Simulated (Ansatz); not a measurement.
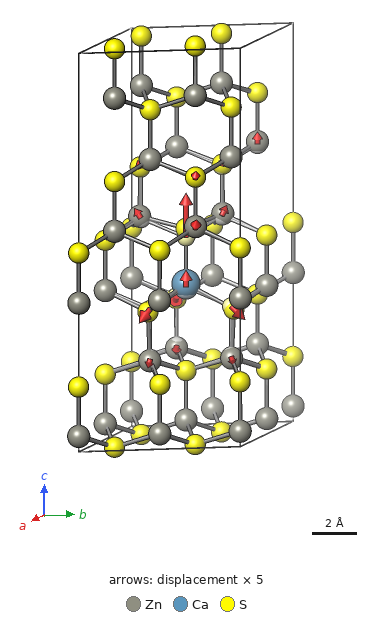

A relaxation of a defect cell of composition CaZn23S24. The starting structure is drawn faded, the final one solid; red arrows show the displacements, 5 times their true length.

Style: ball-and-stick. Shown: the cell of the calculation (origin shifted), slightly off an axis.

Level of theory: DFT, PBE, plane-wave PAW, default files, scalar-relativistic (Ansatz). Settings: plane-wave cutoff 420 eV; k-point mesh 3 × 3 × 1; occupations fermi dirac; smearing width 0.01 eV; no spin polarisation; atoms relaxed in a fixed cell; force threshold 0.03 eV/Å; at most 40 steps.

Q: Which element moves most?

A: Sulfur: up to 0.42 Å, against 0.17 Å for calcium.

Q: What happened in the run?

A: Over 4 geometry steps the energy falls by 1.459 eV per cell of the calculation. Largest force component: 3.3 eV/Å at the start, 0.017 eV/Å at the end. An S atom moves most: 0.42 Å along +c. Largest moves by element: S 0.42 Å, Ca 0.17 Å, Zn 0.12 Å. The cell doesn't change. Near-neighbour distances that change, for instance: Ca–S 2.332 → 2.589 Å, S–Zn 2.338 → 2.299 Å, S–Zn 2.332 → 2.352 Å, S–Zn 2.332 → 2.317 Å. Among the angles between lasting bonds that change: S–Zn–S 109.4° → 100.5°, Zn–S–Ca 109.4° → 101.2°, S–Zn–S 109.4° → 101.6°. The run took 8.5 min on 1 thread of Arm Neoverse V2 (shared host), peak memory 2 GiB.

Limits of the set-up: the periodic images lie only 7.6 Å apart, so the values are limited by the cell's size.
